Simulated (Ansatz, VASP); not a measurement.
# Mg (Mg(10-10)): VASP beside Ansatz

Aim: how closely do two programs agree when they are given the same cell, functional and k mesh?

Main program and level: Ansatz 0.2.0; plane waves, with VASP 6.6.1 beside it; single point at PBEsol.

### Step 1. The structure

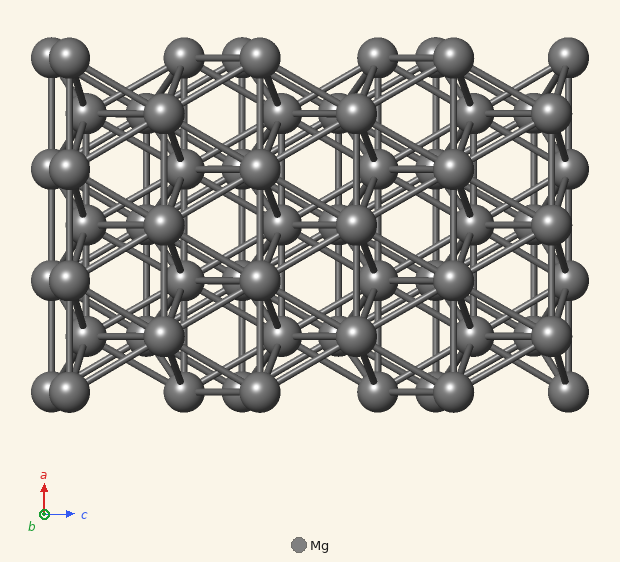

The cell as given, from the side, with the c axis across the page (magnesium grey). 3×1×1 cells are drawn. Some periodic images of atoms are drawn too.

The cell holds 12 atoms: 12 Mg. Its edges and angles: a = 3.172 Å, b = 5.161 Å, c = 29.651 Å, α = 90.0°, β = 90.0°, γ = 90.0°. It derives from Mg. As first built, before any earlier steps moved the atoms: 12 layers of hcp Mg, cut at this functional's lattice. Vacuum lies along c.

As a file:

```cif
data_structure
_symmetry_space_group_name_H-M 'P 1'
_symmetry_Int_Tables_number 1
_cell_length_a 3.1720
_cell_length_b 5.1611
_cell_length_c 29.6509
_cell_angle_alpha 90.000
_cell_angle_beta 90.000
_cell_angle_gamma 90.000
_cell_volume 485.42
loop_
_atom_site_label
_atom_site_type_symbol
_atom_site_fract_x
_atom_site_fract_y
_atom_site_fract_z
_atom_site_occupancy
Mg1 Mg 0.00000 0.00000 0.25484 1
Mg2 Mg 0.50000 0.00000 0.34627 1
Mg3 Mg 0.50000 0.50000 0.27962 1
Mg4 Mg 0.00000 0.00000 0.43883 1
Mg5 Mg 0.00000 0.50000 0.37424 1
Mg6 Mg 0.50000 0.00000 0.53184 1
Mg7 Mg 0.50000 0.50000 0.46816 1
Mg8 Mg 0.00000 0.00000 0.62576 1
Mg9 Mg 0.00000 0.50000 0.56117 1
Mg10 Mg 0.50000 0.00000 0.72038 1
Mg11 Mg 0.50000 0.50000 0.65373 1
Mg12 Mg 0.00000 0.50000 0.74516 1
```

### Step 2. VASP: single point, PBEsol

With cell and atoms fixed, the geometry can't cause a difference; cores, projectors, grids and the points listed under the comparison can.

Lines of VASP's logs that name or quote its potential files are left out, and so is its time.

Contents of INCAR:

```
SYSTEM = Mg
PREC = Normal
ENCUT = 320
EDIFF = 1E-06
NELM = 120
ISMEAR = 1
SIGMA = 0.15
LREAL = .FALSE.
ALGO = Fast
GGA = PS
NBANDS = 24
LORBIT = 11
LWAVE = .FALSE.
LCHARG = .TRUE.
KPAR = 4
IDIPOL = 3
LDIPOL = .TRUE.
DIPOL = 0.5 0.5 0.5
LVHAR = .TRUE.
LVACPOTAV = .TRUE.
NEDOS = 1500
```

Contents of POSCAR:

```
Mg
1.0
    3.1720207111      0.0000000000      0.0000000000
    0.0000000000      5.1611028608      0.0000000000
    0.0000000000      0.0000000000     29.6509360914
Mg
12
Direct
    0.0000000000      0.0000000000      0.2548398679
    0.5000000000      0.0000000000      0.3462712174
    0.5000000000      0.5000000000      0.2796165009
    0.0000000000      0.0000000000      0.4388307796
    0.0000000000      0.5000000000      0.3742425940
    0.5000000000      0.0000000000      0.5318409212
    0.5000000000      0.5000000000      0.4681590788
    0.0000000000      0.0000000000      0.6257574060
    0.0000000000      0.5000000000      0.5611692204
    0.5000000000      0.0000000000      0.7203834991
    0.5000000000      0.5000000000      0.6537287826
    0.0000000000      0.5000000000      0.7451601321
```

Contents of KPOINTS:

```
Automatic mesh
0
Gamma
10 6 1
0 0 0
```

PAW data sets: Mg (PBE family, release 64).

Command:

```bash
mpirun -np 4 vasp_std
```

Numbers of over 12 decimals in the logs are rounded to 6 here.

Output:

```text
[banner, memory and clock lines left out]
running    4 mpi-ranks, on    1 nodes
 distrk:  each k-point on    1 cores,    4 groups
 distr:  one band on    1 cores,    1 groups

 POSCAR found type information on POSCAR Mg
 POSCAR found :  1 types and      12 ions
|                                                                             |
|               ----> ADVICE to this user running VASP <----                  |
|                                                                             |
|     You enforced a specific xc type in the INCAR file but a different       |
|     [... a line on the potential file left out ...]
|     I HOPE YOU KNOW WHAT YOU ARE DOING!                                     |
|                                                                             |

 LDA part: xc-table for (Slater+PW92), standard interpolation
 POSCAR, INCAR and KPOINTS ok, starting setup
 FFT: planning ... GRIDC
 FFT: planning ... GRID_SOFT
 FFT: planning ... GRID
 WAVECAR not read
 entering main loop
       N       E                     dE             d eps       ncg     rms          rms(c)
DAV:   1     0.248194313854E+02    0.24819E+02   -0.48872E+03  1152   0.459E+02
DAV:   2    -0.177241246437E+02   -0.42544E+02   -0.40103E+02  1536   0.754E+01
DAV:   3    -0.196875897487E+02   -0.19635E+01   -0.19101E+01  1576   0.152E+01
DAV:   4    -0.197376500826E+02   -0.50060E-01   -0.50037E-01  1584   0.294E+00
DAV:   5    -0.197393141084E+02   -0.16640E-02   -0.16640E-02  1792   0.509E-01    0.264E+00
RMM:   6    -0.196867771812E+02    0.52537E-01   -0.39319E-01  1291   0.971E-01    0.192E+00
RMM:   7    -0.193464260565E+02    0.34035E+00   -0.98639E-02  1269   0.574E-01    0.130E+00
RMM:   8    -0.192715997756E+02    0.74826E-01   -0.77968E-02  1292   0.702E-01    0.287E-01
RMM:   9    -0.192691415480E+02    0.24582E-02   -0.72452E-03  1389   0.328E-01    0.788E-02
RMM:  10    -0.192695596920E+02   -0.41814E-03   -0.17895E-03  1453   0.175E-01    0.349E-02
RMM:  11    -0.192698571330E+02   -0.29744E-03   -0.43848E-04  1506   0.875E-02    0.164E-02
RMM:  12    -0.192699484992E+02   -0.91366E-04   -0.19235E-04  1394   0.486E-02    0.873E-03
RMM:  13    -0.192699696305E+02   -0.21131E-04   -0.97880E-05  1369   0.308E-02    0.427E-03
RMM:  14    -0.192699812051E+02   -0.11575E-04   -0.21514E-05  1363   0.175E-02    0.301E-03
RMM:  15    -0.192700028571E+02   -0.21652E-04   -0.11064E-05  1332   0.106E-02    0.151E-03
RMM:  16    -0.192700248615E+02   -0.22004E-04   -0.30908E-06  1126   0.645E-03    0.103E-03
RMM:  17    -0.192700522301E+02   -0.27369E-04   -0.21306E-06  1096   0.414E-03    0.525E-04
RMM:  18    -0.192700612988E+02   -0.90687E-05   -0.58607E-07   943   0.264E-03    0.506E-04
RMM:  19    -0.192700665395E+02   -0.52407E-05   -0.24780E-07   790   0.177E-03    0.141E-04
RMM:  20    -0.192700668649E+02   -0.32543E-06   -0.66310E-08   579   0.128E-03
|                                                                             |
|           W    W    AA    RRRRR   N    N  II  N    N   GGGG   !!!           |
|           W    W   A  A   R    R  NN   N  II  NN   N  G    G  !!!           |
|           W    W  A    A  R    R  N N  N  II  N N  N  G       !!!           |
|           W WW W  AAAAAA  RRRRR   N  N N  II  N  N N  G  GGG   !            |
|           WW  WW  A    A  R   R   N   NN  II  N   NN  G    G                |
|           W    W  A    A  R    R  N    N  II  N    N   GGGG   !!!           |
|                                                                             |
|     Did not find any points to average over, which means that no vacuum     |
|     field-free region was found. Please increase the size of  your cell     |
|     in the dimension of the dipole correction to obtain accurate            |
|     workfunction values.                                                    |
|                                                                             |

   1 F= -.19270067E+02 E0= -.19270988E+02  d E =0.276351E-02
```

OUTCAR, selected parts (step 2):

```text
ion  position               nearest neighbor table
   1  0.000  0.000  0.255-   3 3.12   3 3.12   3 3.12   3 3.12   2 3.14   2 3.14
   2  0.500  0.000  0.346-   5 3.14   5 3.14   5 3.14   5 3.14   1 3.14   1 3.14   4 3.17   4 3.17
                             3 3.25   3 3.25
   3  0.500  0.500  0.280-   1 3.12   1 3.12   1 3.12   1 3.12   5 3.22   5 3.22   2 3.25   2 3.25

  LATTYP: Found a simple orthorhombic cell.
 ALAT       =     3.1720207111
 B/A-ratio  =     1.6270709844
 C/A-ratio  =     9.3476489569

 Subroutine GETGRP returns: Found  8 space group operations
 (whereof  4 operations were pure point group operations)

The static configuration has the point symmetry C_2v.
 The point group associated with its full space group is D_2h.

 Found     24 irreducible k-points:

   k-points           NKPTS =     24   k-points in BZ     NKDIM =     24   number of bands    NBANDS=     24

   dimension x,y,z NGX =    14 NGY =   24 NGZ =  140
   dimension x,y,z NGXF=    28 NGYF=   48 NGZF=  280

   ENCUT  =  320.0 eV  23.52 Ry    4.85 a.u.   4.63  7.53 43.25*2*pi/ulx,y,z

   NELECT =      24.0000    total number of electrons

 k-points in reciprocal lattice and weights: Automatic mesh
   0.00000000  0.00000000  0.00000000       0.017
   0.10000000  0.00000000  0.00000000       0.033
   0.20000000  0.00000000  0.00000000       0.033
   0.30000000  0.00000000  0.00000000       0.033
   0.40000000  0.00000000  0.00000000       0.033
   0.50000000  0.00000000  0.00000000       0.017
   0.00000000  0.16666667  0.00000000       0.033
   0.10000000  0.16666667  0.00000000       0.067
   0.20000000  0.16666667  0.00000000       0.067
[...]
0.40000000  0.50000000  0.00000000       0.033
   0.50000000  0.50000000  0.00000000       0.017

 dipolmoment           0.000000      0.000000      0.000000 electrons x Angstroem

 average (electrostatic) potential at core
       1 -41.8477       2 -41.5805       3 -41.6219       4 -41.5849       5 -41.5876
       6 -41.6120       7 -41.6120       8 -41.5876       9 -41.5849      10 -41.6219
      11 -41.5805      12 -41.8477

 E-fermi :  -0.0702

 k-point     1 :       0.0000    0.0000    0.0000
  band No.  band energies     occupation
    ...
     11      -0.8412      2.00000
     12      -0.8278      2.00000
     13      -0.4804      2.00076
     14      -0.2095      2.03206
     15      -0.1084      1.41548
     16       0.4599     -0.00001
     17       0.8074     -0.00000
     18       1.0434     -0.00000
     19       1.4693     -0.00000
     20       1.9005     -0.00000
    ...

 k-point     2 :       0.1000    0.0000    0.0000
  band No.  band energies     occupation
    ...
     10      -1.0597      2.00000
     11      -0.7045      2.00000
     12      -0.6856      2.00000
     13      -0.3408      2.02858
     14      -0.0712      1.01127
     15       0.0283      0.11231
     16       0.5911     -0.00000
     17       0.9437     -0.00000
     18       1.1809     -0.00000
     19       1.5866     -0.00000
    ...

 k-point     3 :       0.2000    0.0000    0.0000
  band No.  band energies     occupation
    ...
      8      -1.1449      2.00000
      9      -0.8127      2.00000
     10      -0.6333      2.00000
     11      -0.2942      2.05592
     12      -0.2691      2.06819
     13       0.0735     -0.04041
     14       0.3288     -0.00110
     15       0.4385     -0.00002
     16       0.9473     -0.00000
     17       1.3529     -0.00000
    ...

  Total       -2.6763407     -0.5377198      0.2719435      0.0000000      0.0000000      0.0000000
  in kB       -8.8335454     -1.7748011      0.8975782      0.0000000      0.0000000      0.0000000
  external PRESSURE =      -3.2369228 kB  Pullay stress =       0.0000000 kB

  energy-cutoff  :      320.00
  volume of cell :      485.42
      direct lattice vectors                 reciprocal lattice vectors
     3.172020711  0.000000000  0.000000000     0.315256454  0.000000000  0.000000000
     0.000000000  5.161102861  0.000000000     0.000000000  0.193757037  0.000000000
     0.000000000  0.000000000 29.650936091     0.000000000  0.000000000  0.033725748

 POSITION                                       TOTAL-FORCE (eV/Angst)
 -----------------------------------------------------------------------------------
      0.00000      0.00000      7.55624         0.000000      0.000000     -0.012332
      1.58601      0.00000     10.26727         0.000000      0.000000      0.003076
      1.58601      2.58055      8.29089         0.000000      0.000000      0.001485
      0.00000      0.00000     13.01174         0.000000      0.000000     -0.019784
      0.00000      2.58055     11.09664         0.000000      0.000000     -0.005389
      1.58601      0.00000     15.76958         0.000000      0.000000      0.025018
      1.58601      2.58055     13.88135         0.000000      0.000000     -0.025018
      0.00000      0.00000     18.55429         0.000000      0.000000      0.005389
      0.00000      2.58055     16.63919         0.000000      0.000000      0.019784
      1.58601      0.00000     21.36005         0.000000      0.000000     -0.001485
      1.58601      2.58055     19.38367         0.000000      0.000000     -0.003076
      0.00000      2.58055     22.09470         0.000000      0.000000      0.012332
 -----------------------------------------------------------------------------------
    total drift:                                0.000000     -0.000000      0.000000

  FREE ENERGIE OF THE ION-ELECTRON SYSTEM (eV)
  ---------------------------------------------------
  free  energy   TOTEN  =       -19.2700668649 eV

  energy  without entropy=      -19.2728303764  energy(sigma->0) =      -19.27098804

 vacuum level on the upper side and lower side of the slab         3.608         3.608

 total charge
# of ion       s       p       d       tot
------------------------------------------
    1        0.223   0.110   0.008   0.340
    2        0.214   0.127   0.012   0.353
    3        0.212   0.121   0.009   0.342
    4        0.211   0.129   0.012   0.352
    5        0.209   0.128   0.012   0.348
    6        0.209   0.129   0.012   0.349
    7        0.209   0.129   0.012   0.349
    8        0.209   0.128   0.012   0.348
    9        0.211   0.129   0.012   0.352
   10        0.212   0.121   0.009   0.342
   11        0.214   0.127   0.012   0.353
   12        0.223   0.110   0.008   0.340
--------------------------------------------------
tot          2.555   1.485   0.127   4.167

[... 3 further parts left out ...]
```

(Part 1 of 2 ends here.)

[Lines on the potential files, build, host, timing and source positions are cut from VASP's logs without a mark.]

[Logs are printed without paths, hosts, clocks, repeated set-up lines and the standing remarks that a program may print on its own settings, such as how far it seeks lower states.]

[Hosts, paths, dates, database ids (printed as entryN), source tags and the programs' standing remarks are cut or masked in the printed files.]
